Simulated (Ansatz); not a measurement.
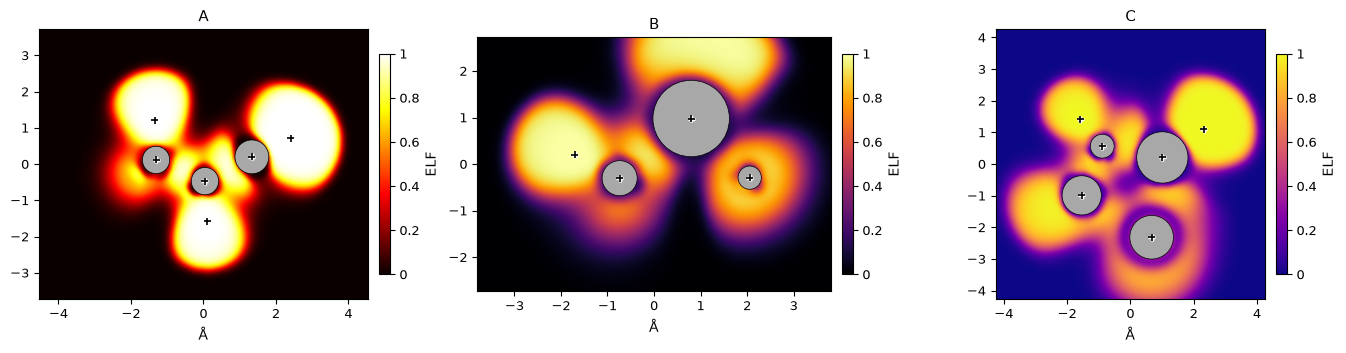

The ELF of 3 systems, each on a plane through atoms (crosses mark nuclei in the plane; grey discs cover the cores).

Computed with isolated molecule in a Gaussian basis; Kohn-Sham density functional theory, functional PBE0 in Ansatz.

System 1: CH3FGe, the plane of atoms Ge3, C1 and H4. Geometry: B3LYP-D3(BJ)/6-311G**.

```
atom    x (Å)    y (Å)    z (Å)
   C   0.4654  -0.5092   0.9966
   F   0.6401   1.8948  -0.4161
  Ge   1.4947   0.3265  -0.5014
   H   0.7728  -1.5386   1.1950
   H   0.6011   0.0918   1.9026
   H  -0.6026  -0.4883   0.7533
```

System 2: C2H5B (charge +1, doublet), the plane of atoms C1, C2 and H8. Geometry: r2SCAN-D4/def2-SVP.

```xyz
8

C    -1.4692   -1.1349    1.5909
C    -0.7376   -1.8016    0.5017
B    -2.9025   -0.9201    1.7414
H    -4.0652   -0.7319    1.8886
H    -0.8592   -0.7328    2.4241
H     0.0196   -1.0969    0.0989
H    -0.1200   -2.6158    0.9347
H    -1.3634   -2.1903   -0.3094
```

System 3: CH2AlPTe, the molecular plane. Geometry: r2SCAN-D4/def2-SVP; core potentials replace the inner electrons of Te.

```xyz
6

C    -0.6672   -0.0624    0.7109
Al   -1.3732    1.3619   -0.3857
P    -0.5237    0.6868    2.2122
Te   -1.3985    3.0164    1.5473
H    -0.3679   -1.1156    0.6233
H    -1.7921    1.4985   -1.9079
```

**Which map belongs to which system?**

Panel A is system 2, C2H5B: the plane holds C, B and H. C–B (1.46 Å): the ELF peaks at about 0.95 between the atoms: localised, covalent bonding. Panel B is system 1, CH3FGe: the plane holds C, F, Ge and H. Ge–F (1.79 Å): the ELF peaks at about 0.85 in the valence shell of F, 0.5 Å from its nucleus, and is about 0.25 at the midpoint. Panel C is system 3, CH2AlPTe: the plane holds C, Al, P, Te and H. C–P (1.68 Å): the ELF peaks at about 0.90 between the atoms (a covalent bond).
